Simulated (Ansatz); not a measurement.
C₄H₆STe: several calculations on one system

## 1. Relaxation

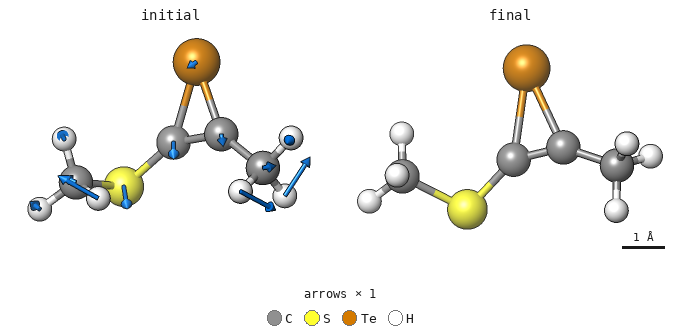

The structure of C$_{4}$H$_{6}$STe before (left) and after (right) a relaxation, at one scale. The blue arrows give the displacements, at their true length.

The picture is a ball-and-stick view, seen at a tilt.

The run prepares an end point of a later path (torsion) calculation, from a guessed geometry.

Computed with Ansatz, RKS PBE-D4/def2-SVP. Settings: no spin polarisation; force threshold 0.015 eV/Å; at most 40 steps.

Describe what moved and what it gained.

The energy falls by 39.2 kcal/mol in 21 accepted moves (23 points after the start). The largest force component goes from 6 to 0.014 eV/Å. The line search rejected the trial steps at points 16, 22 of the run. An H atom moves most after the best rigid fit: 1.22 Å. Largest moves by element: H 1.22 Å, S 1.04 Å, C 0.72 Å, Te 0.30 Å. Near-neighbour distances that change, for instance: C–Te 1.959 → 2.223 Å, C–Te 2.045 → 2.258 Å, C–C 1.460 → 1.304 Å, C–S 1.780 → 1.711 Å. Among the angles between lasting bonds that change: C–C–Te 148.5° → 136.3°, C–C–C 139.6° → 149.1°, C–Te–C 42.7° → 33.8°. Groups turn about C–C by about 60°, C–S by about 55°.

## 2. Relaxation

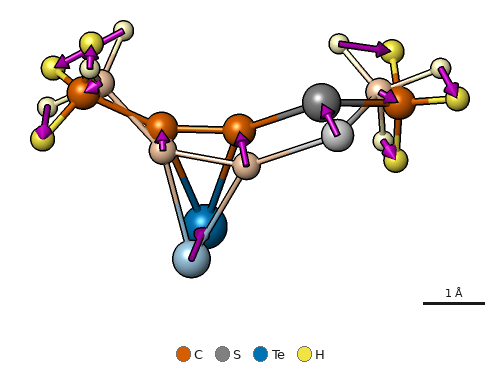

A relaxation of C4H6STe. The starting structure is drawn faded, the final one solid; purple arrows show the displacements, at their true length. The two geometries are superimposed by the best rigid fit.

A ball-and-stick model, seen at a tilt.

The run prepares an end point of a later path (torsion) calculation, from a guessed geometry.

Computed with Ansatz, RKS PBE-D4/def2-SVP.

The input:
```yaml
crystal:
  periodic: [false, false, false]
  atoms:
    - { symbol: C, position_ang: [-0.4645, -1.2536, 2.0056] }
    - { symbol: S, position_ang: [-1.1223, 0.486, 1.7528] }
    - { symbol: C, position_ang: [0.1181, 0.8824, 0.5389] }
    - { symbol: C, position_ang: [1.41915, 1.44251, 0.18465] }
    - { symbol: C, position_ang: [2.65837, 2.02595, 0.86116] }
    - { symbol: Te, position_ang: [0.52776, 0.87177, -1.46437] }
    - { symbol: H, position_ang: [-0.5274, -1.7645, 1.0388] }
    - { symbol: H, position_ang: [0.5692, -1.1735, 2.3658] }
    - { symbol: H, position_ang: [-1.1528, -1.7049, 2.7792] }
    - { symbol: H, position_ang: [3.34909, 2.24513, 0.05263] }
    - { symbol: H, position_ang: [2.36079, 2.931, 1.4166] }
    - { symbol: H, position_ang: [3.08122, 1.27676, 1.54023] }
basis:
  gaussian: { orbitals: def2-SVP }
hamiltonian:
  xc: pbe
  dispersion: d4
relax:
  f_tol: 0.015
  max_steps: 40
output:
  orbitals: {}
```

Launched with:
```bash
ansatz run input.yaml --threads 2 --pin off --max-ram 3072MiB --backend cpu --events-out ev --progress --plain --runs-dir out
```

What happened in the run?

Answer. The atom that moves furthest after the best rigid fit is H12 (1.34 Å). By element the largest moves are H 1.34 Å, Te 1.01 Å, C 0.68 Å, S 0.63 Å. Among the contacts that change: C4–Te6 1.959 → 2.223 Å, C3–Te6 2.045 → 2.259 Å, C3–C4 1.460 → 1.304 Å, S2–C3 1.780 → 1.711 Å. Among the angles between lasting bonds that change: C5–C4–Te6 148.5° → 136.3°, C3–C4–C5 139.6° → 149.1°, C3–Te6–C4 42.7° → 33.8°. Groups turn about C4–C5 by about 60°, S2–C3 by about 50°. After 16 accepted moves (17 points after the start) the energy has fallen by 163.9 kJ/mol. Largest force component: 6.7 eV/Å at the start, 0.0086 eV/Å at the end. The line search rejected the trial step at point 11 of the run. The run took 55 s on 2 threads of AMD EPYC 7R13 Processor (Zen 3), on a shared host, peak memory 0.2 GiB.

## 3. Path

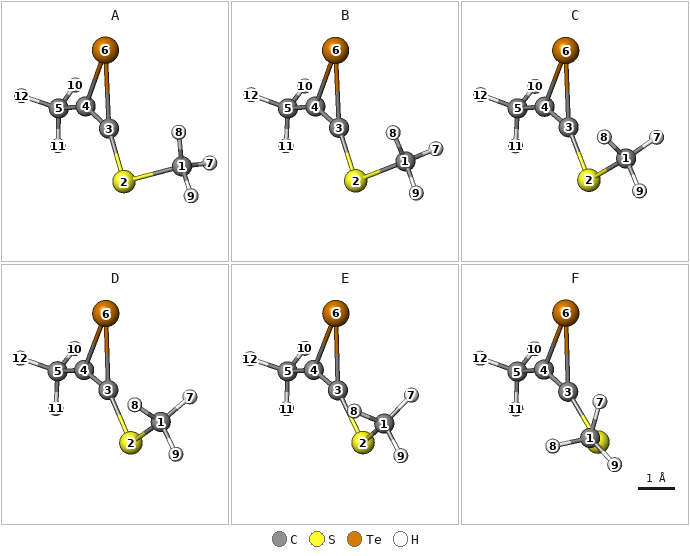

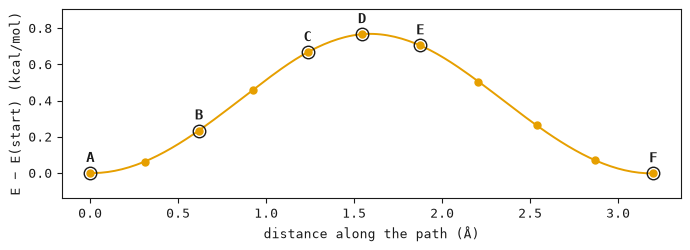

A search for the minimum-energy path of C4H6STe by the nudged elastic band. Images are numbered from 0 (start) to 10 (end). Frames A to F are images 0, 2, 4, 5, 6, 10. The picture is a ball-and-stick view, seen from a free direction.

The calculation used Ansatz 0.2.0, RKS PBE-D4/def2-SVP. Settings: 9 movable images; climbing image; force threshold 0.05 eV/Å; iteration limit 48; starting path through a guess of the saddle point.

### Read off the barrier and say what moves.

The two ends have the same energy, and the highest point, image 5, lies 0.77 kcal/mol above the start. The motion is a rotation about the S2–C3 bond. No bond forms or breaks between the ends. Bond angles that change up to the highest image, for instance: C3–C4–C5 149.1° → 152.8°, C3–C4–Te6 74.6° → 71.0°. The band converged in 14 iterations, with a climbing image at the top. At the top, the vibrational analysis gives one imaginary mode (60i cm⁻¹), as a transition state must have.

The run took 5.7 min on 2 threads of AMD EPYC 7R13 Processor (Zen 3), on a shared host, peak memory 0.2 GiB.
